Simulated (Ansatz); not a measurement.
# One shape, several levels: SiNH2F (SMILES N[Si]F)

Wanted: a comparison of 6 runs (B2PLYP/STO-3G, BHLYP/STO-3G, UMP2/STO-3G, BCCD(T)/STO-3G, CCSD/STO-3G, FCI/STO-3G) of SiNH2F. 

The calculation is run with Ansatz 0.2.0.

69 further runs of the same task are left out: 69 set aside as unsound or not needed.

### 1 Starting point

The species is SiNH2F (5 atoms), meant as a singlet with charge 0. SMILES: `N[Si]F`. The H4–N1 distance was set to 1.263 Å, away from the relaxed value.

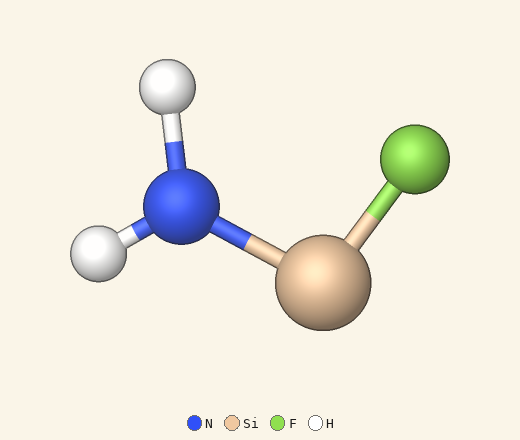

Viewed from a chosen angle; nitrogen blue, silicon light orange, fluorine green, hydrogen white.

### 2 A single-point energy at B2PLYP/STO-3G (run 1)

job.yaml

```yaml
crystal:
  periodic: [false, false, false]
  atoms:
    - {symbol: N, position_ang: [-0.547996, 0.022688, -0.308646]}
    - {symbol: Si, position_ang: [0.009404, -1.351012, 0.527554]}
    - {symbol: F, position_ang: [1.438704, -0.766212, 1.023954]}
    - {symbol: H, position_ang: [0.085400, 1.109600, -0.420900]}
    - {symbol: H, position_ang: [-1.442396, 0.041688, -0.773546]}
basis:
  gaussian: {orbitals: STO-3G}
hamiltonian: {xc: {name: B2PLYP}}
correlation: {frozen_orbitals: {F: 1, H: 0, "N": 1, Si: 5}}
accuracy: high
```

On the command line:

```bash
$ ansatz run job.yaml --threads 1 --pin off --max-ram 2610MiB --events-out events.jsonl --progress --plain --runs-dir runs
```

Output:

```text
Warning: RAYON_NUM_THREADS=1 ignored (pool sized by the plan → 1); use --threads N
Functional definition: B2PLYP
  name "B2PLYP"
  parameter a = 0.53
  parameter c = 0.27
  exchange = (1 - a)*b88_x + a*exact_x
  correlation = (1 - c)*lyp_c + c*(mp2_os + mp2_ss)
383 factors; integrals over basis functions are off by at most 4.3e-8 eV
mean field evaluation 1: about -11953.4161 eV, gradient 2.1e1 eV
mean field evaluation 2: about -11953.4317 eV, gradient 2.1e1 eV
mean field evaluation 4: about -11955.1931 eV, gradient 6.7e-1 eV
mean field evaluation 8: about -11955.1944 eV, gradient 1.1e-2 eV
mean field evaluation 16: about -11955.1944 eV, gradient 1.2e-7 eV
mean field -11955.19439351 eV, -439.3452904396 hartree, gradient 2.5e-8 eV, S^2 0.000000; 0 other end points of the search recorded, 0 dependent functions left out
7 core orbitals not correlated: weight in the atoms' cores, before any rotation towards them, 1.000 or more for the frozen orbitals, at most 0.000 for the correlated occupied ones
reference -11955.19441045 eV, -439.3452910622 hartree; 9, 9 occupied and 5, 5 virtual orbitals, 383 factors
second order -4.30154289 eV of doubles, -0.00000000 eV of singles
Total energy: -11956.35582703 eV, -439.3879723343 hartree
```

It took 1.7 s on 1 thread of Arm Neoverse V1, shared host; peak memory 0.1 GiB.

### 3 The energy at BHLYP/STO-3G (run 2)

input.yaml

```yaml
crystal:
  periodic: [false, false, false]
  atoms:
    - {symbol: "N", position_ang: [-0.547996, 0.022688, -0.308646]}
    - {symbol: Si, position_ang: [0.009404, -1.351012, 0.527554]}
    - {symbol: F, position_ang: [1.438704, -0.766212, 1.023954]}
    - {symbol: H, position_ang: [0.085400, 1.109600, -0.420900]}
    - {symbol: H, position_ang: [-1.442396, 0.041688, -0.773546]}
basis:
  gaussian: {orbitals: STO-3G}
hamiltonian: {xc: {name: BHLYP}}
accuracy: high
```

On the command line:

```bash
$ ansatz run input.yaml --threads 1 --pin off --max-ram 2610MiB --events-out events.jsonl --progress --plain --runs-dir runs
```

Output:

```text
Warning: RAYON_NUM_THREADS=1 ignored (pool sized by the plan → 1); use --threads N
Functional definition: BHLYP
  name "BHLYP"
  parameter a = 0.5
  exchange = (1 - a)*b88_x + a*exact_x
  correlation = lyp_c
383 factors; integrals over basis functions are off by at most 4.3e-8 eV
mean field evaluation 1: about -11962.1847 eV, gradient 2.2e1 eV
mean field evaluation 2: about -11962.6250 eV, gradient 2.0e1 eV
mean field evaluation 4: about -11963.9765 eV, gradient 5.4e-1 eV
mean field evaluation 8: about -11963.9895 eV, gradient 4.1e-3 eV
mean field evaluation 16: about -11963.9895 eV, gradient 4.4e-8 eV
mean field -11963.98948473 eV, -439.6685040805 hartree, gradient 7.0e-9 eV, S^2 0.000000; 0 other end points of the search recorded, 0 dependent functions left out
reference -11963.98950281 eV, -439.6685047448 hartree; 16, 16 occupied and 5, 5 virtual orbitals, 383 factors
Total energy: -11963.98950281 eV, -439.6685047448 hartree
```

Run time: 1.1 s. Hardware: 1 thread of Arm Neoverse V1, shared host; peak memory 0.096 GiB.

Runs 3 to 5 aren't shown in full; the table further down has their settings and results.

### 4 The energy at FCI/STO-3G (run 6)

input.yaml: that of step 3 with these lines changed.

```diff
@@ -3,3 +3,3 @@
   atoms:
-    - {symbol: "N", position_ang: [-0.547996, 0.022688, -0.308646]}
+    - {symbol: N, position_ang: [-0.547996, 0.022688, -0.308646]}
     - {symbol: Si, position_ang: [0.009404, -1.351012, 0.527554]}
@@ -10,3 +10,3 @@
   gaussian: {orbitals: STO-3G}
-hamiltonian: {xc: {name: BHLYP}}
+correlation: {method: fci, frozen_orbitals: {F: 1, H: 0, "N": 1, Si: 5}}
 accuracy: high
```

On the command line:

```bash
$ ansatz run input.yaml --threads 1 --pin off --max-ram 2610MiB --events-out events.jsonl --progress --plain --runs-dir runs
```

Output:

```text
Warning: RAYON_NUM_THREADS=1 ignored (pool sized by the plan → 1); use --threads N
Functional definition: HF
  name "HF"
  exchange = exact_x
  correlation = 0
383 factors; integrals over basis functions are off by at most 4.3e-8 eV
mean field evaluation 1: about -11930.6348 eV, gradient 2.0e1 eV
mean field evaluation 2: about -11930.7009 eV, gradient 2.0e1 eV
mean field evaluation 4: about -11932.4082 eV, gradient 1.4e0 eV
mean field evaluation 8: about -11932.4202 eV, gradient 2.7e-2 eV
mean field -11932.42023812 eV, -438.5083556661 hartree, gradient 8.8e-9 eV, S^2 0.000000; 0 other end points of the search recorded, 0 dependent functions left out
7 core orbitals not correlated: weight in the atoms' cores, before any rotation towards them, 1.000 or more for the frozen orbitals, at most 0.000 for the correlated occupied ones
reference -11932.42023812 eV, -438.5083556661 hartree; 9, 9 occupied and 5, 5 virtual orbitals, 383 factors
state -11936.27430405 eV, -438.6499899766 hartree
Total energy: -11936.27430405 eV, -438.6499899766 hartree
```

Run time: 21 s. Hardware: 1 thread of Arm Neoverse V1, shared host; peak memory 0.36 GiB.

### 5 All runs side by side

| run | level | frozen core orbitals | energy (Eh) | wall time |
| --- | --- | --- | --- | --- |
| 1 | B2PLYP/STO-3G | 7 | -439.387972 | 1.7 s |
| 2 | BHLYP/STO-3G | – | -439.668505 | 1.1 s |
| 3 | UMP2/STO-3G | 7 | -438.616052 | 0.16 s |
| 4 | BCCD(T)/STO-3G | 7 | -438.649161 | 0.22 s |
| 5 | CCSD/STO-3G | 7 | -438.642443 | 0.18 s |
| 6 | FCI/STO-3G | 7 | -438.649990 | 21 s |

### 6 What came out

| quantity | value |
| --- | --- |
| run 6: total energy | -438.64999 Eh |
| run 6: correlation energy (7 core orbitals frozen) | -141.6 mEh |

Against full CI in this basis: UMP2 +33.9 mEh; BCCD(T) +0.8 mEh; CCSD +7.5 mEh. Totals of different functionals can't be ranked against each other. In runs 1, 2, 3, 4, 5, 6 the basis is minimal, so the values are rough. All runs together took 24 s, the longest 21 s.
